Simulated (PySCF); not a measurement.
InCl3: single-point calculation

The run: single-point calculation of InCl3, SMILES [Cl][In]([Cl])[Cl]. Method and program: PBE/def2-SVP, RKS, core potentials def2-svp (PySCF 2.14.0).

The geometry comes from this level: PBE0-D4/def2-TZVP.

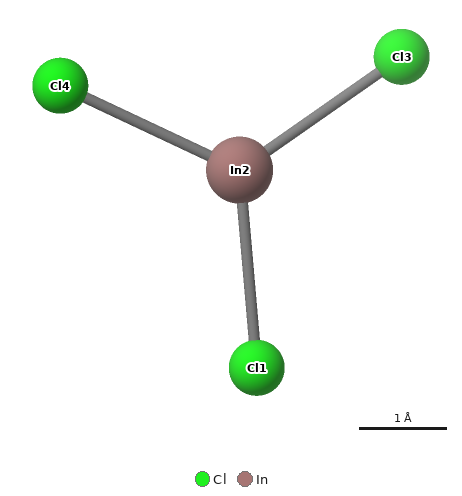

**Figure 1.** The structure as given in the input (ball-and-stick view, seen on its broad side; atoms are numbered from 1 in the order of the input). Sticks mark near contacts.

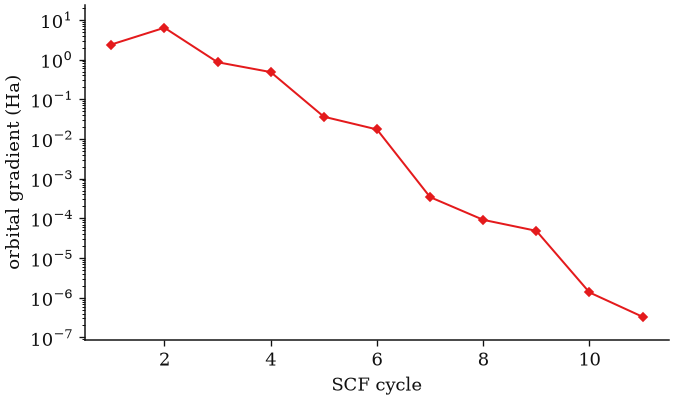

**Figure 2.** Convergence of the self-consistent field: orbital gradient against the SCF cycle. The residual comes down, with one marked jump up, by a factor of about 2.5, at step 2.

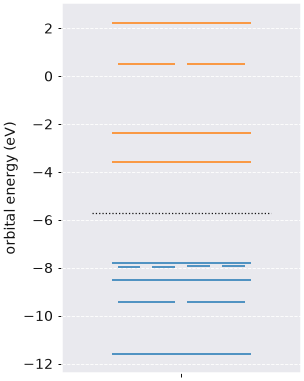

**Figure 3.** Orbital energies near the frontier; the dotted line parts filled from empty levels, and levels within 0.02 eV of each other stand side by side. Highest filled −7.79 eV, lowest empty −3.61 eV, 4.18 eV apart.

The input that produced these results follows, with the program's output.

**Input (calc.py)**
```python
# [Cl][In]([Cl])[Cl]
from pyscf import gto, dft

system = gto.M(
    atom='''
Cl    -0.383425     0.985492     4.183098
In     0.027212    -0.027968    -0.010016
Cl     1.919773    -3.751484    -1.162748
Cl    -1.458869     2.680199    -3.048506
''',
    basis='def2-svp',
    max_memory=1860,
    unit='bohr',
    verbose=4,
    ecp={'In': 'def2-svp'},
)

ks = dft.RKS(system, xc='pbe')
ks.conv_tol = 1e-10
ks.grids.level = 5
ks.kernel()
if not ks.converged:
    ks = ks.newton().run(ks.mo_coeff, ks.mo_occ)

etot = ks.e_tot
print('Final energy', etot)
```

Command:
```bash
OMP_NUM_THREADS=1 python calc.py
```

**The program's output**
```
PySCF version 2.14.0

[INPUT] num. atoms = 4
[INPUT] num. electrons = 72
[INPUT] charge = 0
[INPUT] spin (= nelec alpha-beta = 2S) = 0
[INPUT] symmetry False subgroup None
[INPUT] Mole.unit = bohr
[INPUT] Symbol           X                Y                Z      unit          X                Y                Z       unit  Magmom
[INPUT]  1 Cl    -0.202899772097   0.521499907944   2.213600132645 AA   -0.383425000000   0.985492000000   4.183098000000 Bohr   0.0
[INPUT]  2 In     0.014399970264  -0.014800028235  -0.005300238945 AA    0.027212000000  -0.027968000000  -0.010016000000 Bohr   0.0
[INPUT]  3 Cl     1.015900121740  -1.985199839931  -0.615299743643 AA    1.919773000000  -3.751484000000  -1.162748000000 Bohr   0.0
[INPUT]  4 Cl    -0.772000228518   1.418300231531  -1.613199902553 AA   -1.458869000000   2.680199000000  -3.048506000000 Bohr   0.0

nuclear repulsion = 362.685151125458
number of shells = 34
number of NR pGTOs = 169
number of NR cGTOs = 80
basis = def2-svp
ecp = {'In': 'def2-svp'}

******** <class 'pyscf.dft.rks.RKS'> ********
method = RKS
initial guess = minao
damping factor = 0
level_shift factor = 0
DIIS = <class 'pyscf.scf.diis.CDIIS'>
diis_start_cycle = 1
diis_space = 8
diis_damp = 0
SCF conv_tol = 1e-10
SCF conv_tol_grad = None
SCF max_cycles = 50
direct_scf = True
direct_scf_tol = 1e-13
XC library pyscf.dft.libxc version 7.0.0
    S. Lehtola, C. Steigemann, M. J.T. Oliveira, and M. A.L. Marques.,  SoftwareX 7, 1–5 (2018)
XC functionals = pbe
    J. P. Perdew, K. Burke, and M. Ernzerhof.,  Phys. Rev. Lett. 77, 3865 (1996)
    J. P. Perdew, K. Burke, and M. Ernzerhof.,  Phys. Rev. Lett. 78, 1396 (1997)
    J. P. Perdew, K. Burke, and M. Ernzerhof.,  Phys. Rev. Lett. 77, 3865 (1996)
    J. P. Perdew, K. Burke, and M. Ernzerhof.,  Phys. Rev. Lett. 78, 1396 (1997)
radial grids:
    Treutler-Ahlrichs [JCP 102, 346 (1995); DOI:10.1063/1.469408] (M4) radial grids

becke partition: Becke, JCP 88, 2547 (1988); DOI:10.1063/1.454033
pruning grids: <function nwchem_prune>
grids dens level: 5
symmetrized grids: False
atomic radii adjust function: <function treutler_atomic_radii_adjust>
small_rho_cutoff = 0
Set gradient conv threshold to 1e-05
Initial guess from minao.
tot grids = 176472
init E= -1549.06749130919
  HOMO = -0.635710877517393  LUMO = -0.567915041832698  gap/eV = 1.84482
cycle= 1 E= -1568.44569123292  delta_E= -19.4  |g|=  2.4  |ddm|= 12.6
  HOMO = 0.0792773432030998  LUMO = 0.115254906909474  gap/eV = 0.97900
cycle= 2 E= -1562.98131462947  delta_E= 5.46  |g|= 6.35  |ddm|= 7.79
  HOMO = -0.293655739556733  LUMO = -0.0641423024177564  gap/eV = 6.24538
cycle= 3 E= -1569.61913574626  delta_E= -6.64  |g|= 0.859  |ddm|= 4.65
  HOMO = -0.262478307224874  LUMO = -0.126885043541655  gap/eV = 3.68968
cycle= 4 E= -1569.8033896597  delta_E= -0.184  |g|= 0.485  |ddm|= 1.88
  HOMO = -0.290589376635599  LUMO = -0.135722878571173  gap/eV = 4.21413
cycle= 5 E= -1569.87614677029  delta_E= -0.0728  |g|= 0.0364  |ddm|= 0.672
  HOMO = -0.284272305167045  LUMO = -0.130952918982316  gap/eV = 4.17203
cycle= 6 E= -1569.87639701761  delta_E= -0.00025  |g|= 0.0174  |ddm|= 0.0614
  HOMO = -0.286205209453929  LUMO = -0.132504124320168  gap/eV = 4.18242
cycle= 7 E= -1569.87647426571  delta_E= -7.72e-05  |g|= 0.000343  |ddm|= 0.0193
  HOMO = -0.286197913037667  LUMO = -0.132494326480187  gap/eV = 4.18249
cycle= 8 E= -1569.87647429309  delta_E= -2.74e-08  |g|= 9.18e-05  |ddm|= 0.000507
  HOMO = -0.286198185901391  LUMO = -0.13249360599388  gap/eV = 4.18251
cycle= 9 E= -1569.87647429525  delta_E= -2.16e-09  |g|= 4.85e-05  |ddm|= 0.000206
  HOMO = -0.286198401702224  LUMO = -0.132493267928301  gap/eV = 4.18253
cycle= 10 E= -1569.87647429609  delta_E= -8.38e-10  |g|= 1.36e-06  |ddm|= 7.61e-05
  HOMO = -0.286198479546172  LUMO = -0.132493459447718  gap/eV = 4.18253
cycle= 11 E= -1569.87647429609  delta_E= -6.37e-12  |g|= 3.31e-07  |ddm|= 2.99e-06
  HOMO = -0.286198472810404  LUMO = -0.132493431434544  gap/eV = 4.18253
Extra cycle  E= -1569.87647429609  delta_E= 1.59e-12  |g|= 3.27e-07  |ddm|= 7.45e-07
converged SCF energy = -1569.87647429609
Final energy -1569.876474296091
```

**Key numbers**

| quantity | value |
| --- | --- |
| outcome | converged |
| total energy | −1569.876474 hartree |
| basis functions | 80 |
| HOMO | −7.79 eV |
| LUMO | −3.61 eV |
| dipole moment | 0.00 D |
| hardware | 1 thread of Arm Neoverse V1, 112 GiB of memory available, shared host |
| wall time | 14 s |
| peak memory | 0.42 GiB |
